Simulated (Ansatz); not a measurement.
# Sr2IBrF2: complex band structure

Wanted: the relaxed cell of Sr2IBrF2, its band edges and its decay constants. It is built by putting Sr for Ba in the Ba2IBrF2 structure of space group P4mm, with the volume rescaled by atomic radii. The parent structure comes from the Materials Project.

Method: LDA DFT, plane waves, PAW files, in the first sound run; inputs show where later runs differ, in Ansatz 0.2.0.

The structure was built from a prototype and need not be the compound's stable phase.

## Step 1: The structure

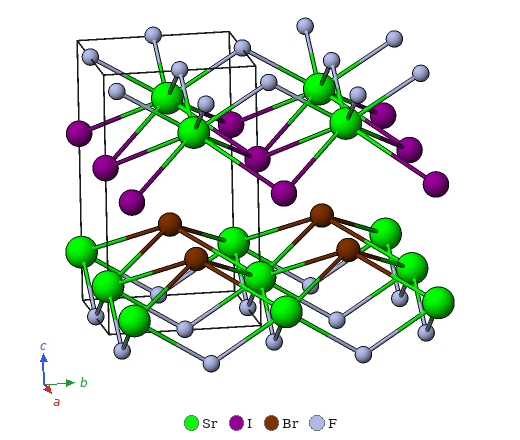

The starting structure, seen slightly off an axis (strontium green, iodine purple, bromine brown, fluorine light blue). 2×2×1 cells are drawn. Some periodic images of atoms are drawn too.

Structure file:

```cif
data_structure
_symmetry_space_group_name_H-M 'P4mm'
_symmetry_Int_Tables_number 99
_cell_length_a 4.4622
_cell_length_b 4.4622
_cell_length_c 7.7128
_cell_angle_alpha 90.000
_cell_angle_beta 90.000
_cell_angle_gamma 90.000
_cell_volume 153.57
loop_
_atom_site_label
_atom_site_type_symbol
_atom_site_symmetry_multiplicity
_atom_site_Wyckoff_symbol
_atom_site_fract_x
_atom_site_fract_y
_atom_site_fract_z
_atom_site_occupancy
Sr1 Sr 1 b 0.50000 0.50000 0.82740 1
Sr2 Sr 1 a 0.00000 0.00000 0.18519 1
I1 I 1 a 0.00000 0.00000 0.64139 1
Br1 Br 1 b 0.50000 0.50000 0.34010 1
F1 F 2 c 0.50000 0.00000 0.00296 1
```

## Step 2: Cell and atoms at rest

The substituted atoms don't fit the parent's cell, so cell and atoms relax together. A small smearing keeps the run stable in case the gap closes on the way.

Input file input.yaml:

```yaml
crystal:
  lattice:
    - [4.4621873869, 0.0, 0.0]
    - [0.0, 4.4621873869, 0.0]
    - [0.0, 0.0, 7.7127956641]
  atoms:
    - { symbol: Sr, position: [0.5, 0.5, 0.827396] }
    - { symbol: Sr, position: [0.0, 0.0, 0.185191] }
    - { symbol: I, position: [0.0, 0.0, 0.641387] }
    - { symbol: Br, position: [0.5, 0.5, 0.340098] }
    - { symbol: F, position: [0.5, 0.0, 0.002964] }
    - { symbol: F, position: [0.0, 0.5, 0.002964] }
kpoints:
  mp_grid: { grid: [6, 6, 4] }
scf:
  occupations: { method: gaussian, width: 0.03 }
hamiltonian:
  xc: lda
output:
  forces: true
  stress: true
relax:
  f_tol: 0.02
  max_steps: 60
  cell: {}
```

Run with:

```sh
$ ansatz run input.yaml --threads 2 --pin off --max-ram 4096MiB --backend cpu --events-out ev --progress --plain --runs-dir out
```

Numbers of over 12 decimals in the logs are rounded to 6 here.

The log of the run:

```text
Engine: ansatz 0.2.0, x86_64-unknown-linux-gnu
Pseudopotentials: kind: paw
Pseudopotential: Sr, paw, valence charge 10, recommended cutoff 420 eV (normal), Sr.paw.azcp
Pseudopotential: I, paw, valence charge 17, recommended cutoff 420 eV (normal), I.paw.azcp
Pseudopotential: Br, paw, valence charge 7, recommended cutoff 420 eV (normal), Br.paw.azcp
Pseudopotential: F, paw, valence charge 7, recommended cutoff 420 eV (normal), F.paw.azcp
Functional definition: SPW92
  exchange = slater_x
  correlation = pw_c
Crystal: 6 atoms, lattice volume = 153.570 Å³
Basis set: ecut = 420 eV, 3017 PW (Γ)
Bands: 35, of which v1, the nominal top of the filled ones, is band 29 counted from 1 (28 counted from 0)
Symmetry: 8 space group operations
Space group: P4mm (ITA 99), of the structure as read, at distance tolerance 5.4e-5 Å
k-points: 30 of 144 (time reversal used)
Non-local potential: Sr, projectors of the file, l = 0: 3, l = 1: 2, l = 2: 2
Non-local potential: I, projectors of the file, l = 0: 2, l = 1: 2, l = 2: 2, l = 3: 2
Non-local potential: Br, projectors of the file, l = 0: 2, l = 1: 2, l = 2: 2
Non-local potential: F, projectors of the file, l = 0: 2, l = 1: 2, l = 2: 1
PAW form: soft (Blöchl's): semilocal exchange-correlation on the pseudo side does not see the compensation charge
PAW frozen core: Sr, regenerated for the run's functional, and the local potential with it (the file was generated under x = pbe(κ = 0.804, μ = 0.219515), c = pbe(β = 0.066725))
PAW frozen core: I, regenerated for the run's functional, and the local potential with it (the file was generated under x = pbe(κ = 0.804, μ = 0.219515), c = pbe(β = 0.066725))
PAW frozen core: Br, regenerated for the run's functional, and the local potential with it (the file was generated under x = pbe(κ = 0.804, μ = 0.219515), c = pbe(β = 0.066725))
PAW frozen core: F, regenerated for the run's functional, and the local potential with it (the file was generated under x = pbe(κ = 0.804, μ = 0.219515), c = pbe(β = 0.066725))
PAW one-centre angular grid: Sr, 110 points (default); XC on 64 Gauss nodes
PAW one-centre angular grid: I, 590 points (default); XC on 64 Gauss nodes
PAW one-centre angular grid: Br, 110 points (default); XC on 64 Gauss nodes
PAW one-centre angular grid: F, 110 points (default); XC on 64 Gauss nodes
Initial density: superposition of atomic densities (neutral atoms: chi_scale 0, normalization atom), corrected by the library's trained network
Initial wavefunctions: pseudopotential atomic-orbital guess
Functional: x = slater, c = lda
SCF iter   1: F=—  HF=-18537.938724 eV  |F-HF|=—  |Δ(HF+E_count)|=         —  Δρ=1.11e-2  dr2=1.35e-1  ethr=1.77e-3  ⟨swp⟩=11.5  Hψ=6420  notcnv=0
preconditioner: auto → Resta (q_TF=auto, 2.320 Å⁻¹)  ε∞=3.2  [insulator: Δε(μ)=3.982 eV  Ē_g=12.922 eV  σ=0.030 eV  W_gap=1.00  n_scr=36 (ndim 8)  ℏωp=19.0 eV  f_vac=0.003  D(μ)=0.00/eV (n_scr^D=0)  ε∞_Penn≈3.2]
SCF iter   2: F=—  HF=-18537.907150 eV  |F-HF|=—  |Δ(HF+E_count)|=   3.16e-2  Δρ=4.21e-3  dr2=1.21e-2  ethr=2.33e-4  ⟨swp⟩=2.8  Hψ=2127  notcnv=0  defer=47
SCF iter   3: F=—  HF=-18537.904722 eV  |F-HF|=—  |Δ(HF+E_count)|=   2.43e-3  Δρ=1.71e-3  dr2=3.21e-3  ethr=2.08e-5  ⟨swp⟩=2.0  Hψ=1829  notcnv=0  defer=50
SCF iter   4: F=—  HF=-18537.904211 eV  |F-HF|=—  |Δ(HF+E_count)|=   5.11e-4  Δρ=4.92e-4  dr2=2.10e-4  ethr=5.53e-6  ⟨swp⟩=2.0  Hψ=1319  notcnv=0  defer=50
SCF iter   5: F=—  HF=-18537.904189 eV  |F-HF|=—  |Δ(HF+E_count)|=   2.23e-5  Δρ=6.18e-5  dr2=4.98e-6  ethr=3.62e-7  ⟨swp⟩=2.0  Hψ=1412  notcnv=0  defer=50
SCF iter   6: F=—  HF=-18537.904196 eV  |F-HF|=—  |Δ(HF+E_count)|=   7.47e-6  Δρ=1.14e-5  dr2=2.29e-7  ethr=8.59e-9  ⟨swp⟩=2.1  Hψ=1628  notcnv=0  defer=50
SCF iter   7: F=-18537.904196 eV  HF=-18537.904196 eV  |F-HF|=8.84e-10  |Δ(HF+E_count)|=   3.87e-8  Δρ=2.27e-6  dr2=8.83e-9  ethr=1.72e-10  ⟨swp⟩=5.5  Hψ=4475  notcnv=0
SCF 1 converged in 7 iterations: F = -18537.904196 eV  dr2 = 8.83e-9
  greatest PAW one-centre occupation: 1.000 electrons in one spin orbital (limit 2), on the I atom at site 2 (counted from 0), in its partial waves of l = 2
relax step   1: F+E_penalty+E_count = -18537.90419649 eV  Δ(F+E_penalty+E_count) = +0.000e0 eV  max|allowed force component| = 7.867e-1 eV/Å  Δτ_max = 0.0000 Å  P = -6.435 GPa  Ω = 153.570 Å³  (7 SCF iters, dr2 threshold 1.00e-7 eV, accepted)
Crystal: 6 atoms, lattice volume = 134.707 Å³
Basis set: ecut = 420 eV, 2609 PW (Γ)
Initial density: handed on by an earlier stage of this run
Initial wavefunctions: those handed on with the density
iter 1 solved again at ethr=4.67e-4 eV; its pass at ethr=3.10e-3 eV (dr2=2.71e-1 eV) is discarded
SCF iter   1: F=—  HF=-18538.573874 eV  |F-HF|=—  |Δ(HF+E_count)|=         —  Δρ=1.10e-2  dr2=2.80e-1  ethr=4.67e-4  ⟨swp⟩=1.8  Hψ=6998  notcnv=0
preconditioner: auto → Resta (q_TF=auto, 2.371 Å⁻¹)  ε∞=3.3  [insulator: Δε(μ)=4.350 eV  Ē_g=13.484 eV  σ=0.030 eV  W_gap=1.00  n_scr=36 (ndim 8)  ℏωp=20.2 eV  f_vac=0.000  D(μ)=0.00/eV (n_scr^D=0)  ε∞_Penn≈3.3]
SCF iter   2: F=—  HF=-18538.489188 eV  |F-HF|=—  |Δ(HF+E_count)|=   8.47e-2  Δρ=6.08e-3  dr2=4.89e-2  ethr=4.67e-4  ⟨swp⟩=4.0  Hψ=1889  notcnv=0
SCF iter   3: F=—  HF=-18538.474495 eV  |F-HF|=—  |Δ(HF+E_count)|=   1.47e-2  Δρ=2.96e-3  dr2=1.14e-2  ethr=8.44e-5  ⟨swp⟩=4.4  Hψ=2289  notcnv=0  defer=1
SCF iter   4: F=—  HF=-18538.471233 eV  |F-HF|=—  |Δ(HF+E_count)|=   3.26e-3  Δρ=1.03e-3  dr2=1.06e-3  ethr=1.96e-5  ⟨swp⟩=2.7  Hψ=2192  notcnv=0  defer=30
SCF iter   5: F=—  HF=-18538.470939 eV  |F-HF|=—  |Δ(HF+E_count)|=   2.95e-4  Δρ=1.87e-4  dr2=4.00e-5  ethr=1.83e-6  ⟨swp⟩=2.5  Hψ=1586  notcnv=0  defer=30
SCF iter   6: F=—  HF=-18538.470931 eV  |F-HF|=—  |Δ(HF+E_count)|=   7.39e-6  Δρ=5.07e-5  dr2=2.77e-6  ethr=6.89e-8  ⟨swp⟩=2.2  Hψ=1882  notcnv=0  defer=30
SCF iter   7: F=-18538.470932 eV  HF=-18538.470932 eV  |F-HF|=6.64e-8  |Δ(HF+E_count)|=   3.97e-7  Δρ=1.00e-5  dr2=1.62e-7  ethr=1.03e-9  ⟨swp⟩=6.0  Hψ=4473  notcnv=0
SCF 2 converged in 7 iterations: F = -18538.470932 eV  dr2 = 1.62e-7
relax step   2: F+E_penalty+E_count = -18538.47093170 eV  Δ(F+E_penalty+E_count) = -5.667e-1 eV  max|allowed force component| = 4.757e-1 eV/Å  Δτ_max = 0.1396 Å  P = -0.380 GPa  Ω = 134.707 Å³  energy of the carried Pulay correction = +2.992e-2 eV  (7 SCF iters, dr2 threshold 6.00e-7 eV, accepted)
Crystal: 6 atoms, lattice volume = 130.789 Å³
Basis set: ecut = 420 eV, 2521 PW (Γ)
iter 1 solved again at ethr=3.26e-4 eV; its pass at ethr=3.10e-3 eV (dr2=1.89e-1 eV) is discarded
SCF iter   1: F=—  HF=-18538.567976 eV  |F-HF|=—  |Δ(HF+E_count)|=         —  Δρ=9.02e-3  dr2=1.97e-1  ethr=3.26e-4  ⟨swp⟩=1.9  Hψ=6351  notcnv=0
preconditioner: auto → Resta (q_TF=auto, 2.383 Å⁻¹)  ε∞=3.3  [insulator: Δε(μ)=4.365 eV  Ē_g=13.424 eV  σ=0.030 eV  W_gap=1.00  n_scr=36 (ndim 8)  ℏωp=20.5 eV  f_vac=0.000  D(μ)=0.00/eV (n_scr^D=0)  ε∞_Penn≈3.3]
SCF iter   2: F=—  HF=-18538.514500 eV  |F-HF|=—  |Δ(HF+E_count)|=   5.35e-2  Δρ=4.04e-3  dr2=2.98e-2  ethr=3.26e-4  ⟨swp⟩=3.7  Hψ=2130  notcnv=0
SCF iter   3: F=—  HF=-18538.504702 eV  |F-HF|=—  |Δ(HF+E_count)|=   9.80e-3  Δρ=2.14e-3  dr2=5.75e-3  ethr=5.14e-5  ⟨swp⟩=3.5  Hψ=2212  notcnv=0  defer=45
SCF iter   4: F=—  HF=-18538.503061 eV  |F-HF|=—  |Δ(HF+E_count)|=   1.64e-3  Δρ=6.80e-4  dr2=5.19e-4  ethr=9.91e-6  ⟨swp⟩=2.8  Hψ=1918  notcnv=0  defer=45
SCF iter   5: F=—  HF=-18538.502892 eV  |F-HF|=—  |Δ(HF+E_count)|=   1.69e-4  Δρ=1.22e-4  dr2=2.14e-5  ethr=8.95e-7  ⟨swp⟩=2.5  Hψ=1694  notcnv=0  defer=45
SCF iter   6: F=—  HF=-18538.502890 eV  |F-HF|=—  |Δ(HF+E_count)|=   2.04e-6  Δρ=3.86e-5  dr2=1.52e-6  ethr=3.69e-8  ⟨swp⟩=2.4  Hψ=1876  notcnv=0  defer=45
SCF iter   7: F=-18538.502890 eV  HF=-18538.502890 eV  |F-HF|=1.64e-9  |Δ(HF+E_count)|=   1.16e-7  Δρ=5.97e-6  dr2=4.04e-8  ethr=1.03e-9  ⟨swp⟩=5.6  Hψ=4324  notcnv=0
SCF 3 converged in 7 iterations: F = -18538.502890 eV  dr2 = 4.04e-8
relax step   3: F+E_penalty+E_count = -18538.50289041 eV  Δ(F+E_penalty+E_count) = -3.196e-2 eV  max|allowed force component| = 3.132e-1 eV/Å  Δτ_max = 0.1184 Å  P = +0.754 GPa  Ω = 130.789 Å³  energy of the carried Pulay correction = +3.664e-2 eV  (7 SCF iters, dr2 threshold 6.00e-7 eV, accepted)
[...]
relax step   4: F+E_penalty+E_count = -18538.52224953 eV  Δ(F+E_penalty+E_count) = -1.936e-2 eV  max|allowed force component| = 4.760e-2 eV/Å  Δτ_max = 0.0412 Å  P = +0.016 GPa  Ω = 132.858 Å³  energy of the carried Pulay correction = +3.307e-2 eV  (6 SCF iters, dr2 threshold 6.00e-7 eV, accepted)
[...]
relax step   5: F+E_penalty+E_count = -18538.52698646 eV  Δ(F+E_penalty+E_count) = -4.737e-3 eV  max|allowed force component| = 2.515e-2 eV/Å  Δτ_max = 0.0080 Å  P = +0.026 GPa  Ω = 133.212 Å³  energy of the carried Pulay correction = +3.246e-2 eV  (5 SCF iters, dr2 threshold 6.00e-7 eV, accepted)
[...]
relax step   6: F+E_penalty+E_count = -18538.52898586 eV  Δ(F+E_penalty+E_count) = -1.999e-3 eV  max|allowed force component| = 1.642e-2 eV/Å  Δτ_max = 0.0172 Å  P = +0.014 GPa  Ω = 133.851 Å³  energy of the carried Pulay correction = +3.138e-2 eV  (6 SCF iters, dr2 threshold 2.33e-7 eV, accepted)
[...]
relax step   7: F+E_penalty+E_count = -18538.51565716 eV  Δ(F+E_penalty+E_count) = +1.333e-2 eV  max|allowed force component| = 1.649e-2 eV/Å  Δτ_max = 0.0000 Å  P = -0.185 GPa  Ω = 133.851 Å³  stress off target by 2.15e-1 GPa  SCF on the basis re-selected at this cell (its energy is not comparable with the rows above)  (6 SCF iters)
[...]
relax step   8: F+E_penalty+E_count = -18538.51685687 eV  Δ(F+E_penalty+E_count) = -1.200e-3 eV  max|allowed force component| = 7.370e-3 eV/Å  Δτ_max = 0.0022 Å  P = +0.101 GPa  Ω = 133.241 Å³  energy of the carried Pulay correction = +1.003e-3 eV  (5 SCF iters, dr2 threshold 1.15e-7 eV, accepted)
[...]
relax step   9: F+E_penalty+E_count = -18538.51656717 eV  Δ(F+E_penalty+E_count) = +2.897e-4 eV  max|allowed force component| = 9.436e-4 eV/Å  Δτ_max = 0.0018 Å  P = +0.003 GPa  Ω = 133.480 Å³  energy of the carried Pulay correction = +6.096e-4 eV  (5 SCF iters, dr2 threshold 3.66e-8 eV, accepted)
iter 1 solved again at ethr=1.27e-6 eV; its pass at ethr=3.10e-3 eV (dr2=7.37e-4 eV) is discarded
SCF iter   1: F=—  HF=-18538.516011 eV  |F-HF|=—  |Δ(HF+E_count)|=         —  Δρ=1.88e-5  dr2=7.64e-8  ethr=1.27e-6  ⟨swp⟩=4.0  Hψ=9635  notcnv=0
eigensolver tolerance schedule: the retry pair's looser diagonalisation over-reported the residual by 9636.09 of it (diagonalisation noise at an unbounded share of the residual, at the tolerance the schedule requests for it); recorded, not acted on — ethr = c·dr2/N_el stays at c = 1.0e-1
preconditioner: auto → Resta (q_TF=auto, 2.374 Å⁻¹)  ε∞=3.3  [insulator: Δε(μ)=4.338 eV  Ē_g=13.530 eV  σ=0.030 eV  W_gap=1.00  n_scr=36 (ndim 8)  ℏωp=20.3 eV  f_vac=0.000  D(μ)=0.00/eV (n_scr^D=0)  ε∞_Penn≈3.3]
SCF iter   2: F=—  HF=-18538.516016 eV  |F-HF|=—  |Δ(HF+E_count)|=   5.52e-6  Δρ=8.82e-6  dr2=2.79e-8  ethr=1.32e-10  ⟨swp⟩=4.3  Hψ=3186  notcnv=0
SCF iter   3: F=—  HF=-18538.516016 eV  |F-HF|=—  |Δ(HF+E_count)|=  1.31e-10  Δρ=4.02e-6  dr2=4.06e-9  ethr=4.82e-11  ⟨swp⟩=2.1  Hψ=1334  notcnv=0
SCF iter   4: F=—  HF=-18538.516016 eV  |F-HF|=—  |Δ(HF+E_count)|=  8.55e-10  Δρ=4.72e-7  dr2=2.80e-10  ethr=7.00e-12  ⟨swp⟩=2.2  Hψ=1694  notcnv=0
SCF iter   5: F=—  HF=-18538.516016 eV  |F-HF|=—  |Δ(HF+E_count)|=  8.37e-11  Δρ=2.33e-7  dr2=7.36e-11  ethr=1.00e-12  ⟨swp⟩=6.0  Hψ=4646  notcnv=0
SCF iter   6: F=-18538.516016 eV  HF=-18538.516016 eV  |F-HF|=7.28e-12  |Δ(HF+E_count)|=    0.00e0  Δρ=3.78e-8  dr2=2.49e-12  ethr=1.00e-12  ⟨swp⟩=5.0  Hψ=3819  notcnv=0
SCF 10 converged in 6 iterations: F = -18538.516016 eV  dr2 = 2.49e-12
relax step  10: F+E_penalty+E_count = -18538.51601608 eV  Δ(F+E_penalty+E_count) = +5.511e-4 eV  max|allowed force component| = 9.440e-4 eV/Å  Δτ_max = 0.0000 Å  P = -0.003 GPa  Ω = 133.480 Å³  stress off target by 4.81e-3 GPa  SCF on the basis re-selected at this cell (its energy is not comparable with the rows above)  (6 SCF iters)
basis re-selected at this cell: Δ(F+E_penalty+E_count) = +5.511e-4 eV, ΔP = -0.006 GPa vs the last step (what re-selecting the basis moved, of the pressure what is left beyond the Pulay correction that the steps carried, after the strain that the cell walked since its last selection, with what the two solves' SCF thresholds leave and, on support functions, any second-order correction that the steps lacked; it is no m [...]
SCF converged after 6 iterations
Free energy (F): -18538.516016 eV
Harris-Foulkes:  -18538.516016 eV  (|F-HF|=7.28e-12)
Internal energy: -18538.516016 eV  (E = F + TS)
E sigma→0 (E₀):  -18538.516016 eV
Fermi energy:    8.548070 eV
--- Per-component energies (eV) ---
  E_band       = -576.280408
  E_kinetic    = 1230.969813
  E_local      = -4753.626266  (includes V_loc(G=0)·N_el)
  E_nonlocal   = 550.705012
  E_hartree    = 1907.312569
  E_xc         = -892.101214
  E_vxc        = -764.818226  (∫ρ·V_xc dr)
  E_paw        = -12390.707666  (= ΣΔE_a)
  E_vpaw       = -654.140031  (= ΣTr[D̂ρ^β])
  E_aug_tail   = 0.004136  (compensation charges beyond the density's cutoff)
  E_ewald      = -4192.874901
  E_core_change = 1.802501  (= ΣΔE_core)
  E_smearing   = -0.000000  (= −TS)
  E_closure    = 0.000000  (closes the sum)
  Σ components = -18538.516016   (vs F -18538.516016, Δ=0.00e0)
--- Forces (eV/Å), atoms counted from 1 ---
  atom   1  Sr    -0.00000000     0.00000000     0.00010938
  atom   2  Sr     0.00000000     0.00000000     0.00094573
  atom   3  I      0.00000000     0.00000000     0.00002363
  atom   4  Br    -0.00000000    -0.00000000    -0.00042449
  atom   5  F     -0.00000000    -0.00000000    -0.00032184
  atom   6  F      0.00000000     0.00000000    -0.00032184
  max |Σ_I F_I| component: 1.06e-5 eV/Å
--- Stress (GPa, compression-positive) ---
       -0.004811       0.000000       0.000000
        0.000000      -0.004811      -0.000000
        0.000000      -0.000000       0.000301
  P = ⅓ Tr σ = -0.0031 GPa (-0.031 kbar)
--- Relaxed structure (8 steps of the walk, 8 accepted, 2 SCFs on fresh bases) ---
  F+E_penalty+E_count = -18538.51601608 eV   max|allowed force component| = 9.440e-4 eV/Å   (the final SCF, on the basis selected at the relaxed cell)
  cell:  # Å, volume = 133.4803 Å³
    - [4.137737, 0, 0]
    - [0, 4.137737, 0.0]
    - [0, 0.0, 7.796350]
  atoms:
    - { symbol: Sr, position: [0.500000, 0.500000, 0.843350] }
    - { symbol: Sr, position: [0, 0, 0.180550] }
    - { symbol: I, position: [0, 0, 0.638027] }
    - { symbol: Br, position: [0.500000, 0.500000, 0.327631] }
    - { symbol: F, position: [0.500000, 0, 0.00522094] }
    - { symbol: F, position: [0, 0.500000, 0.00522094] }
```

The job ended after 58 s (2 threads of Intel Xeon Platinum 8259CL at 2.50GHz (Skylake/Cascade Lake), shared host; peak memory 0.51 GiB).

Step by step:

```csv
step,energy less that of the first step (eV),largest force component (eV/Å),pressure (GPa),volume (Å³)
1,0.0000,0.7867,-6.43,153.57
2,-0.5667,0.4757,-0.38,134.71
3,-0.5987,0.3132,0.75,130.79
4,-0.6181,0.0476,0.02,132.86
5,-0.6228,0.0251,0.03,133.21
6,-0.6248,0.0164,0.01,133.85
7*,-0.6115,0.0165,-0.18,133.85
8,-0.6127,0.0074,0.10,133.24
9,-0.6124,0.0009,0.00,133.48
10*,-0.6118,0.0009,0.00,133.48
```

Relaxation steps marked * repeat the geometry before them on a plane-wave basis chosen anew for their cell, so energy and pressure can jump there.

Forces are held to the 8 operations that the run works with; a distortion that breaks them can't arise in this run.

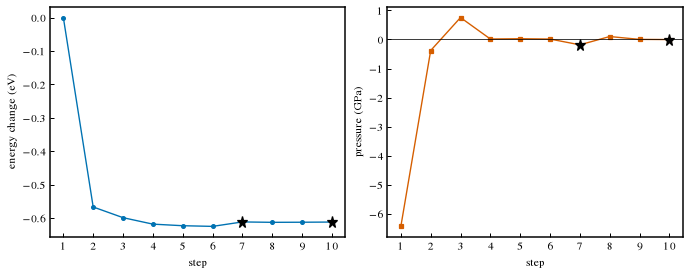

Energy and pressure along the relaxation. Stars mark steps on a basis chosen anew.

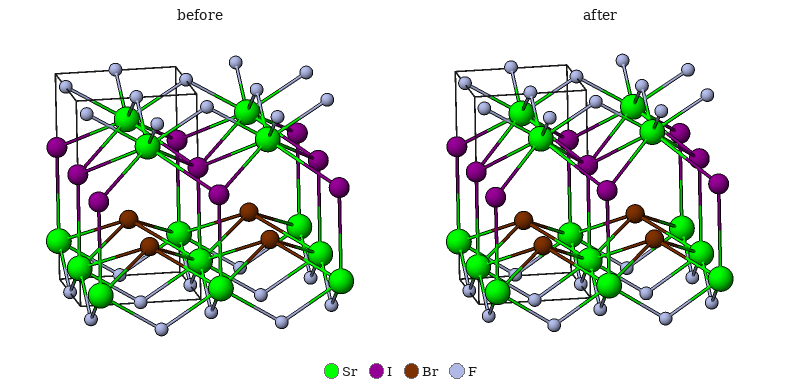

The structure before and after the relaxation, drawn at the same scale.

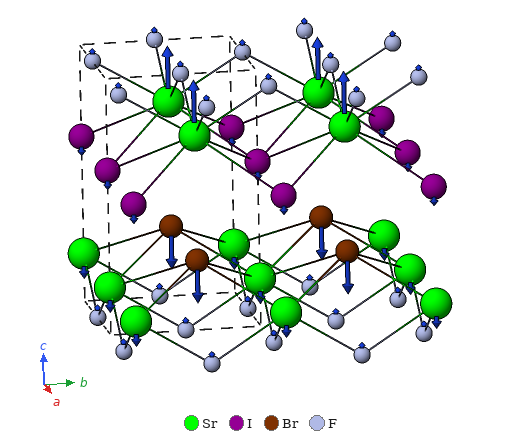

Displacements in the relaxation, exaggerated, measured against the changing cell; the longest in the cell stands for 0.12 Å. 2×2×1 cells are drawn. Some periodic images of atoms are drawn too.

```csv
"conventional cell, symmetrised",before,after,change
a (Å),4.462,4.138,-7.3 %
b (Å),4.462,4.138,-7.3 %
c (Å),7.713,7.796,+1.1 %
volume (Å³/atom),25.60,22.25,-13.1 %
```

The atoms that moved most (Å, as changes of fractional coordinates times the final cell):

```csv
atom,dx,dy,dz,length
Sr1,0.000,0.000,0.124,0.124
Br4,0.000,0.000,-0.097,0.097
Sr2,0.000,0.000,-0.036,0.036
I3,0.000,0.000,-0.026,0.026
F5,0.000,0.000,0.018,0.018
F6,0.000,0.000,0.018,0.018
```

Numbers from this step:

| Quantity | Value |
| --- | --- |
| free energy | -18538.5160 eV |
| Fermi energy | 8.548 eV |
| pressure | -0.003107 GPa |

The largest force component on a free atom ends at 9.4e-4 eV/Å.

(Part 1 of 3 ends here.)

[Logs are printed without paths, hosts, clocks, repeated set-up lines and the standing remarks that a program may print on its own settings, such as how far it seeks lower states.]

[Hosts, paths, dates, database ids (printed as entryN), source tags and the programs' standing remarks are cut or masked in the printed files.]
